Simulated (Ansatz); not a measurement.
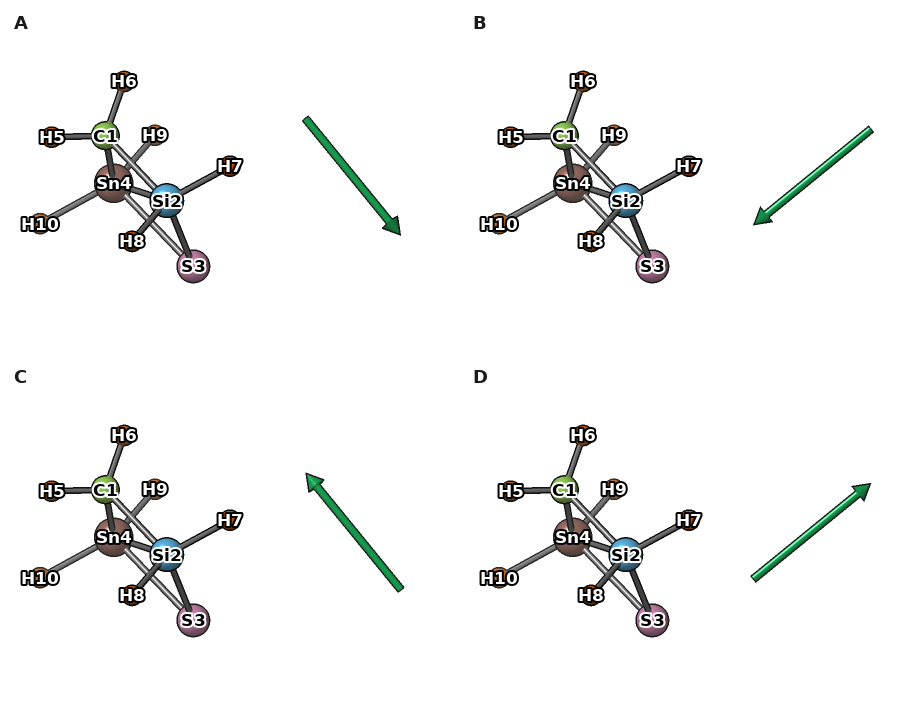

The same molecule four times, each with an arrow. Computed geometry: PBE-D4/def2-SVP optimisation. No frequency run is at hand to confirm it as a minimum. Properties computed with RKS PBE-D4/def2-SVP, core potentials on Sn (Ansatz 0.2.0).

Which arrow points along the dipole moment, from the negative to the positive end?

C. The dipole moment is 2.72 D; it points from the side of S3 to the side of H5, H6 (the outermost atoms at the two ends).
